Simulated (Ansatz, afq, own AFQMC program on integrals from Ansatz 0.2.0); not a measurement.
# CuS (doublet): quantum Monte Carlo beside coupled cluster at distance Cu1–S2 = 4.498 Å, def2-SVP

How near does AFQMC come to the top of the ladder for CuS (doublet)?

Method: def2-SVP, frozen cores; program: Ansatz 0.2.0, Gaussian basis, and an in-house AFQMC program (afq) on its integrals; all values are calculated.

Plan: PBE (unrestricted); r2SCAN (unrestricted); PBE0 (unrestricted); B3LYP (unrestricted); wB97M-V (unrestricted); B2PLYP (unrestricted); CCSD(T) on UHF; Phaseless AFQMC, CISD trial on UHF; Phaseless AFQMC, single-determinant trial on UHF.

## 1. What is computed

The geometry derives from a PBE0/def2-TZVP stationary point (not a proven minimum). One bond is set to the value named and the two fragments are kept rigid.

2 atoms, charge 0, spin multiplicity 2.

Atoms are counted from 1 here; the program's logs count them from 0.

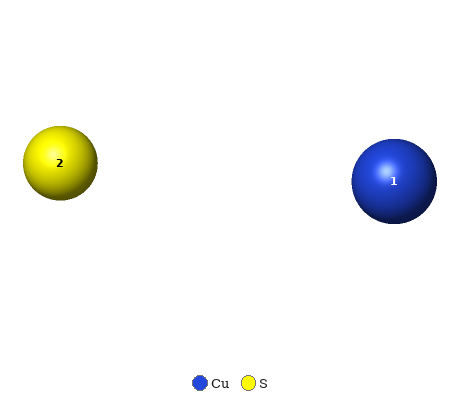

The geometry (copper blue, sulfur yellow); atoms are numbered from 1 in the order of the file.

Geometry (Å):

```xyz
2
charge 0, multiplicity 2
Cu    0.00000    0.00000    0.00000
S     0.00000    0.00000    4.49800
```

## 2. PBE (unrestricted)

Input file in.yaml:

```yaml
crystal:
  periodic: [false, false, false]
  atoms:
    - {symbol: Cu, position_ang: [0.000000, 0.000000, 0.000000]}
    - {symbol: S, position_ang: [0.000000, 0.000000, 4.498000]}
basis:
  gaussian: {orbitals: def2-SVP}
magnetization: {spin_polarized: true, initial_magnetization: 1}
hamiltonian: {xc: {name: PBE}}
output: {orbitals: {seedname: orbitals}}
```

Launch:

```sh
ansatz run in.yaml --threads 1 --pin off --events-out ev --progress --plain --max-ram 1382MiB
```

The program printed:

```text
Functional definition: PBE
  name "PBE"
  cite "Perdew, Burke & Ernzerhof, Phys. Rev. Lett. 77, 3865 (1996) doi:10.1103/PhysRevLett.77.3865"
  parent pbe
  parameter kappa = 0.804
  parameter beta = 0.06672455060314922
  exchange = pbe_x(kappa = kappa, mu = beta*pi^2/3)
  correlation = pbe_c(beta = beta)
589 factors; their error is unknown
mean field evaluation 1: about -55444.5700 eV, gradient 3.1e1 eV
mean field evaluation 2: about -55304.1428 eV, gradient 5.9e1 eV
mean field evaluation 4: about -55366.5094 eV, gradient 1.1e2 eV
mean field evaluation 8: about -55450.8341 eV, gradient 2.0e0 eV
mean field evaluation 16: about -55450.9366 eV, gradient 4.2e-5 eV
mean field evaluation 32: about -55430.0487 eV, gradient 1.3e1 eV
mean field evaluation 64: about -55450.8414 eV, gradient 1.4e-1 eV
mean field evaluation 96: about -55450.9703 eV, gradient 1.7e-1 eV
mean field evaluation 128: about -55445.4718 eV, gradient 3.1e1 eV
mean field evaluation 160: about -55450.5241 eV, gradient 1.2e0 eV
mean field evaluation 192: about -55450.8471 eV, gradient 7.3e-1 eV
mean field evaluation 224: about -55450.5783 eV, gradient 6.8e0 eV
mean field evaluation 256: about -55450.6145 eV, gradient 4.5e-1 eV
mean field evaluation 288: about -55397.4596 eV, gradient 8.0e1 eV
mean field evaluation 320: about -55445.8223 eV, gradient 8.7e0 eV
mean field -55450.93660350 eV, -2037.7843341839 hartree, gradient 1.5e-6 eV, S^2 1.534327; 21 other end points of the search recorded, 0 dependent functions left out
reference -55450.93664810 eV, -2037.7843358227 hartree; 23, 22 occupied and 26, 27 virtual orbitals, 589 factors
Total energy: -55450.93664810 eV, -2037.7843358227 hartree
```

Wall time 9 s (1 thread of AMD EPYC 9R45 (Zen 5), shared host).

From the report: ⟨S²⟩ of the determinant 1.534 (pure doublet: 0.75). The determinant is far from a pure spin state, so its energy mixes those of several spin states (harmless only where they are near-degenerate, as at dissociation).

## 3. r2SCAN (unrestricted)

in.yaml: that of step 2 with these lines changed.

```diff
@@ -8,3 +8,2 @@
 magnetization: {spin_polarized: true, initial_magnetization: 1}
-hamiltonian: {xc: {name: PBE}}
-output: {orbitals: {seedname: orbitals}}
+hamiltonian: {xc: {name: r2SCAN}}
```

Same command.

The program printed, shortened:

```text
Functional definition: r2SCAN
  name "r2SCAN"
  cite "Furness, Kaplan, Ning, Perdew & Sun, J. Phys. Chem. Lett. 11, 8208 (2020) doi:10.1021/acs.jpclett.0c02405"
  cite "Furness, Kaplan, Ning, Perdew & Sun, J. Phys. Chem. Lett. 11, 9248 (2020) doi:10.1021/acs.jpclett.0c03077"
  parent r2scan
[...]
589 factors; their error is unknown
[...]
mean field -55461.22777254 eV, -2038.1625276704 hartree, gradient 7.9e-6 eV, S^2 1.578521; 17 other end points of the search recorded, 0 dependent functions left out
reference -55461.22779909 eV, -2038.1625286461 hartree; 23, 22 occupied and 26, 27 virtual orbitals, 589 factors
Total energy: -55461.22779909 eV, -2038.1625286461 hartree
```

Wall time 16 s (1 thread of AMD EPYC 9R45 (Zen 5), shared host).

From the report: ⟨S²⟩ of the determinant 1.579 (pure doublet: 0.75). The determinant is far from a pure spin state, so its energy mixes those of several spin states (harmless only where they are near-degenerate, as at dissociation).

## 4. PBE0 (unrestricted)

in.yaml: that of step 3 with these lines changed.

```diff
@@ -8,2 +8,3 @@
 magnetization: {spin_polarized: true, initial_magnetization: 1}
-hamiltonian: {xc: {name: r2SCAN}}
+hamiltonian: {xc: {name: PBE0}}
+output: {orbitals: {seedname: orbitals}}
```

The command is unchanged.

The program printed, shortened:

```text
Functional definition: PBE0
  name "PBE0"
  cite "Adamo & Barone, J. Chem. Phys. 110, 6158 (1999) doi:10.1063/1.478522"
  cite "Perdew, Burke & Ernzerhof, Phys. Rev. Lett. 77, 3865 (1996) doi:10.1103/PhysRevLett.77.3865"
  parent pbe
[...]
507 factors; integrals over basis functions are off by at most 1.2e-4 eV
[...]
mean field -55452.21269745 eV, -2037.8312297715 hartree, gradient 2.3e-6 eV, S^2 1.614859; 18 other end points of the search recorded, 0 dependent functions left out
reference -55452.21273122 eV, -2037.8312310126 hartree; 23, 22 occupied and 26, 27 virtual orbitals, 507 factors
Total energy: -55452.21273122 eV, -2037.8312310126 hartree
```

Run time: 7 s. Hardware: 1 thread of AMD EPYC 9R45 (Zen 5), shared host.

From the report: ⟨S²⟩ of the determinant 1.615 (pure doublet: 0.75). The determinant is far from a pure spin state, so its energy mixes those of several spin states (harmless only where they are near-degenerate, as at dissociation).

## 5. B3LYP (unrestricted)

in.yaml: that of step 4 with these lines changed.

```diff
@@ -8,3 +8,2 @@
 magnetization: {spin_polarized: true, initial_magnetization: 1}
-hamiltonian: {xc: {name: PBE0}}
-output: {orbitals: {seedname: orbitals}}
+hamiltonian: {xc: {name: B3LYP}}
```

The command is unchanged.

The program printed, shortened:

```text
Functional definition: B3LYP
  name "B3LYP"
  cite "Stephens, Devlin, Chabalowski & Frisch, J. Phys. Chem. 98, 11623 (1994) doi:10.1021/j100096a001"
  cite "Becke, Phys. Rev. A 38, 3098 (1988) doi:10.1103/PhysRevA.38.3098"
  cite "Lee, Yang & Parr, Phys. Rev. B 37, 785 (1988) doi:10.1103/PhysRevB.37.785"
  cite "Vosko, Wilk & Nusair, Can. J. Phys. 58, 1200 (1980) doi:10.1139/p80-159"
[...]
507 factors; integrals over basis functions are off by at most 1.2e-4 eV
[...]
mean field -55464.48246626 eV, -2038.2821354587 hartree, gradient 7.8e-6 eV, S^2 1.590024; 16 other end points of the search recorded, 0 dependent functions left out
reference -55464.48267757 eV, -2038.2821432242 hartree; 23, 22 occupied and 26, 27 virtual orbitals, 507 factors
Total energy: -55464.48267757 eV, -2038.2821432242 hartree
```

Run time: 6.5 s. Hardware: 1 thread of AMD EPYC 9R45 (Zen 5), shared host.

From the report: ⟨S²⟩ of the determinant 1.590 (pure doublet: 0.75). The determinant is far from a pure spin state, so its energy mixes those of several spin states (harmless only where they are near-degenerate, as at dissociation).

## 6. wB97M-V (unrestricted)

in.yaml: that of step 5 with these lines changed.

```diff
@@ -8,2 +8,3 @@
 magnetization: {spin_polarized: true, initial_magnetization: 1}
-hamiltonian: {xc: {name: B3LYP}}
+hamiltonian: {xc: {name: wB97M-V}}
+output: {orbitals: {seedname: orbitals}}
```

The command is unchanged.

The program printed, shortened:

```text
Functional definition: wB97M-V
  name "wB97M-V"
  cite "Mardirossian & Head-Gordon, J. Chem. Phys. 144, 214110 (2016) doi:10.1063/1.4952647"
  cite "Becke, J. Chem. Phys. 107, 8554 (1997) doi:10.1063/1.475007"
  cite "Vydrov & Van Voorhis, J. Chem. Phys. 133, 244103 (2010) doi:10.1063/1.3521275"
  # Of w^i u^j: cxij and so on, Table III.
[...]
  gx(w, u) = 1 - cx + cx01*u + cx10*w
  gss(w, u) = css00 + css04*u^4 + css10*w + css20*w^2 + css43*w^4*u^3
  gos(w, u) = cos00 + cos10*w + (cos20 + cos21*u)*w^2 + (cos60 + cos61*u)*w^6
[...]
      + integral(e_c_pw_mod_opposite_spin*gos(b97_w_opposite, b97_u_opposite)) + vv10(b, c)
507 factors; integrals over basis functions are off by at most 1.2e-4 eV
106 factors; integrals over basis functions are off by at most 1.3e-4 eV
[...]
mean field -55459.40105576 eV, -2038.0953970670 hartree, gradient 4.1e-6 eV, S^2 1.710528; 16 other end points of the search recorded, 0 dependent functions left out
reference -55459.40110012 eV, -2038.0953986972 hartree; 23, 22 occupied and 26, 27 virtual orbitals, 507 factors
Total energy: -55459.40110012 eV, -2038.0953986972 hartree
```

Run time: 37 s. Hardware: 1 thread of AMD EPYC 9R45 (Zen 5), shared host; peak memory 0.26 GiB.

From the report: ⟨S²⟩ of the determinant 1.711 (pure doublet: 0.75). The determinant is far from a pure spin state, so its energy mixes those of several spin states (harmless only where they are near-degenerate, as at dissociation).

## 7. B2PLYP (unrestricted)

in.yaml: that of step 6 with these lines changed.

```diff
@@ -8,3 +8,3 @@
 magnetization: {spin_polarized: true, initial_magnetization: 1}
-hamiltonian: {xc: {name: wB97M-V}}
-output: {orbitals: {seedname: orbitals}}
+hamiltonian: {xc: {name: B2PLYP}}
+correlation: {electrons: outside_noble_gas}
```

The command is unchanged.

The program printed, shortened:

```text
Functional definition: B2PLYP
  name "B2PLYP"
  cite "Grimme, J. Chem. Phys. 124, 034108 (2006) doi:10.1063/1.2148954"
  cite "Becke, Phys. Rev. A 38, 3098 (1988) doi:10.1103/PhysRevA.38.3098"
  cite "Lee, Yang & Parr, Phys. Rev. B 37, 785 (1988) doi:10.1103/PhysRevB.37.785"
[...]
507 factors; integrals over basis functions are off by at most 1.2e-4 eV
[...]
mean field -55446.62308773 eV, -2037.6258154033 hartree, gradient 2.2e-6 eV, S^2 1.707710; 16 other end points of the search recorded, 0 dependent functions left out
14 core orbitals not correlated: weight in the atoms' cores, before any rotation towards them, 1.000 or more for the frozen orbitals, at most 0.000 for the correlated occupied ones
reference -55446.62321778 eV, -2037.6258201823 hartree; 9, 8 occupied and 26, 27 virtual orbitals, 507 factors
second order -11.93558410 eV of doubles, -0.00000000 eV of singles
Total energy: -55449.84582549 eV, -2037.7442488312 hartree
```

Run time: 9 s. Hardware: 1 thread of AMD EPYC 9R45 (Zen 5), shared host.

From the report: ⟨S²⟩ of the determinant 1.708 (pure doublet: 0.75). The determinant is far from a pure spin state, so its energy mixes those of several spin states (harmless only where they are near-degenerate, as at dissociation).

## 8. CCSD(T) on UHF

in.yaml: that of step 7 with these lines changed.

```diff
@@ -8,3 +8,2 @@
 magnetization: {spin_polarized: true, initial_magnetization: 1}
-hamiltonian: {xc: {name: B2PLYP}}
-correlation: {electrons: outside_noble_gas}
+correlation: {method: ccsd_t, electrons: outside_noble_gas, hamiltonian_folder: ham}
```

Launched as before.

The program printed, shortened:

```text
Functional definition: HF
  name "HF"
  cite "Fock, Z. Phys. 61, 126 (1930) doi:10.1007/BF01340294"
  parent pbe
[...]
507 factors; integrals over basis functions are off by at most 1.2e-4 eV
[...]
mean field -55403.89085257 eV, -2036.0554347258 hartree, gradient 2.5e-6 eV, S^2 1.743255; 41 other end points of the search recorded, 0 dependent functions left out
determinant -55403.89085257 eV, -2036.0554347258 hartree, with singles and doubles -55413.48457623 eV, -2036.4079975677 hartree
determinant -55403.87446121 eV, -2036.0548323545 hartree, with singles and doubles -55413.46720160 eV, -2036.4073590616 hartree
determinant -55403.61502681 eV, -2036.0452983162 hartree, with singles and doubles -55412.10900022 eV, -2036.3574460816 hartree
determinant -55403.61496873 eV, -2036.0452961819 hartree, with singles and doubles -55412.10882298 eV, -2036.3574395683 hartree
[...]
determinant -55403.35928115 eV, -2036.0358998367 hartree, with singles and doubles -55413.00973778 eV, -2036.3905475764 hartree
determinant -55403.33871997 eV, -2036.0351442270 hartree, with singles and doubles -55412.99013148 eV, -2036.3898270581 hartree
determinant -55402.93548330 eV, -2036.0203255527 hartree, with singles and doubles -55413.55945293 eV, -2036.4107492357 hartree
determinant -55401.74408446 eV, -2035.9765424529 hartree, with singles and doubles -55412.41247598 eV, -2036.3685986100 hartree
14 core orbitals not correlated: weight in the atoms' cores, before any rotation towards them, 1.000 or more for the frozen orbitals, at most 0.000 for the correlated occupied ones
reference -55403.89085257 eV, -2036.0554347258 hartree; 9, 8 occupied and 26, 27 virtual orbitals, 507 factors
second order -9.93675414 eV of doubles, -0.00000000 eV of singles
cycle   1  -9.59389992 eV  change    4.2e-6 eV  update   4.3e-6
perturbative correction -0.34334411 eV, -0.0126176631 hartree
Total energy: -55413.82809659 eV, -2036.4206217079 hartree
```

It took 20 s on 1 thread of AMD EPYC 9R45 (Zen 5), shared host.

From the report: ⟨S²⟩ of the determinant 1.743 (pure doublet: 0.75); correlation -9.9372 eV; T1 0.011; largest double amplitude 0.05. The determinant is far from a pure spin state, so its energy mixes those of several spin states (harmless only where they are near-degenerate, as at dissociation).

This run also writes the integrals to the folder ham.

## 9. Phaseless AFQMC, CISD trial on UHF

It reads the integrals that the CCSD(T) run on this determinant wrote.

Launch:

```sh
afq ham --method phaseless --trial cisd --walkers 60 --populations 1 --least-time 40 --time-step 0.005 --steps-per-block 50 --equilibration-blocks 40 --max-blocks 300 --target-error 0.00098 --factor-cut 1e-05 --start spin_pure --seed 2959 --release-times 0.24,0.6,1.2,1.8,2.6 --release-step 0.04 --release-every 4 --taylor-order 6
```

The program printed:

```text
orbitals 35  electrons 9 8  factors 253 of 507
reference energy -2036.05543473 Eh
CCSD correlation -0.35256934 Eh in 18 cycles, weight of the determinant in the CISD state 0.9062
energy of the start -2036.397645 Eh
 block  time / (1/Eh)  mean weight  energy / Eh
     1     0.250  0.9982  -2036.409831
     2     0.500  0.9962  -2036.405535
     3     0.750  0.9986  -2036.404978
     4     1.000  0.9990  -2036.431986
     5     1.250  1.0033  -2036.432026
     6     1.500  0.9999  -2036.424457
     7     1.750  1.0009  -2036.437547
     8     2.000  0.9996  -2036.422894
     9     2.250  0.9960  -2036.413470
    10     2.500  0.9997  -2036.417206
    13     3.250  0.9943  -2036.411265
    19     4.750  1.0009  -2036.417021
    25     6.250  1.0009  -2036.418606
    31     7.750  0.9990  -2036.423550
    37     9.250  1.0024  -2036.414889
    43    10.750  0.9978  -2036.424164
    49    12.250  1.0003  -2036.419936
    55    13.750  1.0000  -2036.410500
    61    15.250  1.0022  -2036.411847
    67    16.750  1.0023  -2036.431777
    73    18.250  0.9959  -2036.424273
    79    19.750  0.9991  -2036.414192
    85    21.250  0.9995  -2036.417593
    91    22.750  0.9985  -2036.416602
    97    24.250  0.9982  -2036.405742
   103    25.750  1.0027  -2036.409018
   109    27.250  1.0048  -2036.405039
   115    28.750  0.9991  -2036.426709
   121    30.250  1.0037  -2036.415017
   127    31.750  1.0021  -2036.418320
   133    33.250  1.0015  -2036.421698
   139    34.750  1.0028  -2036.421241
   145    36.250  0.9998  -2036.438355
   151    37.750  1.0023  -2036.415144
   157    39.250  1.0012  -2036.405485
   163    40.750  1.0032  -2036.418203
   169    42.250  1.0007  -2036.413560
   175    43.750  0.9968  -2036.414928
   181    45.250  0.9927  -2036.411127
   187    46.750  1.0003  -2036.407730
   193    48.250  1.0007  -2036.417151
   199    49.750  1.0006  -2036.418923
   205    51.250  1.0008  -2036.421783
   211    52.750  1.0060  -2036.413176
   217    54.250  1.0008  -2036.408943
   223    55.750  1.0015  -2036.403250
   229    57.250  1.0019  -2036.419067
   235    58.750  1.0066  -2036.419205
blocks merged  error / Eh  count
     1  0.000722  200
     2  0.000813  100
     4  0.000935  50
     8  0.000888  25
    16  0.001014  12
released: time / (1/Eh)  energy / Eh  error  mean overlap
  0.24  -2036.416148  0.001446  1.0004
  0.60  -2036.417513  0.001913  1.0022
  1.20  -2036.412903  0.002696  1.0243
  1.80  -2036.405438  0.005988  1.0006
  2.60  -2036.416651  0.012936  1.1186
energy -2036.417783 +/- 0.000935 Eh
```

It took 2.9 min on 1 thread of AMD EPYC 9R45 (Zen 5), shared host.

Energy -55413.7509 ± 0.0254 eV. Caveats: constraint bias not in the error.

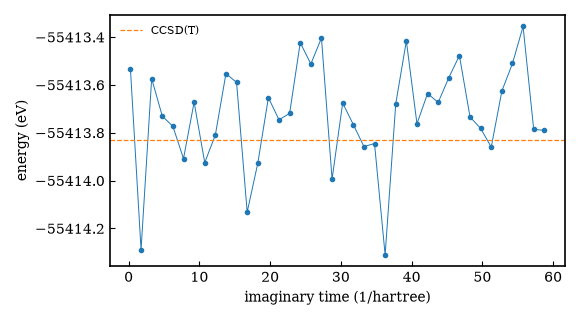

Block energies along the walk.

## 10. Phaseless AFQMC, single-determinant trial on UHF

It reads the integrals that the CCSD(T) run on this determinant wrote.

Launch:

```sh
afq ham --method phaseless --trial hf --walkers 120 --populations 1 --least-time 40 --time-step 0.005 --steps-per-block 20 --equilibration-blocks 160 --max-blocks 600 --target-error 0.00294 --factor-cut 1e-05 --start spin_pure --seed 7176 --taylor-order 6
```

The program printed:

```text
orbitals 35  electrons 9 8  factors 253 of 507
reference energy -2036.05543473 Eh
CCSD correlation -0.35256934 Eh in 18 cycles, weight of the determinant in the CISD state 0.9062
energy of the start -2036.056628 Eh
 block  time / (1/Eh)  mean weight  energy / Eh
     1     0.100  0.9989  -2036.202463
     2     0.200  1.0054  -2036.263275
     3     0.300  1.0051  -2036.313717
     4     0.400  1.0011  -2036.362278
     5     0.500  1.0014  -2036.367280
     6     0.600  1.0034  -2036.387810
     7     0.700  1.0026  -2036.414759
     8     0.800  0.9950  -2036.430824
     9     0.900  1.0025  -2036.416391
    10     1.000  1.0040  -2036.378154
    15     1.500  1.0030  -2036.412348
    29     2.900  1.0016  -2036.389845
    43     4.300  0.9997  -2036.380808
    57     5.700  1.0014  -2036.435481
    71     7.100  1.0008  -2036.385589
    85     8.500  1.0021  -2036.400646
    99     9.900  1.0009  -2036.458273
   113    11.300  1.0032  -2036.411220
   127    12.700  0.9998  -2036.448577
   141    14.100  0.9972  -2036.412662
   155    15.500  1.0008  -2036.396094
   169    16.900  1.0026  -2036.415082
   183    18.300  1.0016  -2036.440004
   197    19.700  1.0013  -2036.414271
   211    21.100  0.9968  -2036.381142
   225    22.500  0.9991  -2036.430219
   239    23.900  1.0018  -2036.476888
   253    25.300  1.0040  -2036.389642
   267    26.700  1.0011  -2036.467000
   281    28.100  1.0035  -2036.437390
   295    29.500  1.0005  -2036.446416
   309    30.900  1.0017  -2036.408961
   323    32.300  1.0017  -2036.435122
   337    33.700  1.0043  -2036.405014
   351    35.100  0.9945  -2036.408426
   365    36.500  1.0049  -2036.410813
   379    37.900  0.9998  -2036.444178
   393    39.300  0.9980  -2036.470986
   407    40.700  1.0009  -2036.448881
   421    42.100  0.9988  -2036.436712
   435    43.500  0.9999  -2036.386469
   449    44.900  0.9974  -2036.455115
   463    46.300  0.9992  -2036.462554
   477    47.700  1.0009  -2036.409108
   491    49.100  1.0012  -2036.406439
   505    50.500  1.0007  -2036.406434
   519    51.900  1.0048  -2036.421382
   533    53.300  1.0019  -2036.424751
   547    54.700  0.9985  -2036.428593
blocks merged  error / Eh  count
     1  0.001449  400
     2  0.001826  200
     4  0.002306  100
     8  0.002490  50
    16  0.002536  25
    32  0.002471  12
energy -2036.424264 +/- 0.002536 Eh
```

It took 1.8 min on 1 thread of AMD EPYC 9R45 (Zen 5), shared host.

Energy -55413.9272 ± 0.0690 eV. Caveats: constraint bias not in the error.

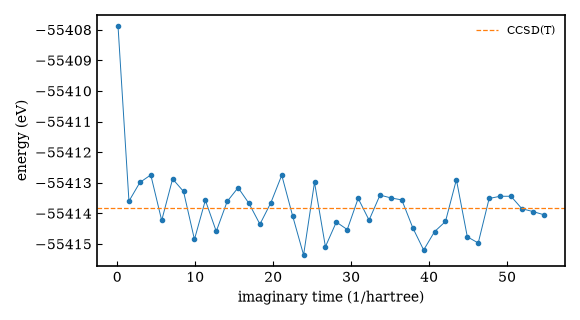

Block energies along the walk.

## 11. All levels side by side

On the UHF determinant, counted from CCSD(T) (a yardstick, not exact):

```
                                                             level  energy (eV)  from CCSD(T) (kJ/mol)  statistical error (kJ/mol)     time
                                                                HF  -55403.8909                 +958.8                                     
                                                               MP2  -55413.8276                    0.0                                     
                                                              CCSD  -55413.4848                  +33.1                                     
                                                           CCSD(T)  -55413.8281                    0.0                                     
               Phaseless AFQMC, CISD trial, step 0.005, 60 walkers  -55413.7509                   +7.5                         2.5  2.9 min
Phaseless AFQMC, single-determinant trial, step 0.005, 120 walkers  -55413.9272                   -9.6                         6.7  1.8 min
```

The functionals' totals stand on their own zeros and serve differences with other points: PBE -55450.937 eV; r2SCAN -55461.228 eV; PBE0 -55452.213 eV; B3LYP -55464.483 eV; wB97M-V -55459.401 eV; B2PLYP -55449.846 eV.

## 12. Summary of results

```
                                                     quantity              value
              Phaseless AFQMC, CISD trial on UHF from CCSD(T)  +7.5 ± 2.5 kJ/mol
Phaseless AFQMC, single-determinant trial on UHF from CCSD(T)  -9.6 ± 6.7 kJ/mol
```

What this shows: On UHF the phaseless walk with the CISD trial lies +7.5 kJ/mol from CCSD(T), 3 times its error bar. Error bars are statistical and leave out the constraint, the time step and what remains of the start.
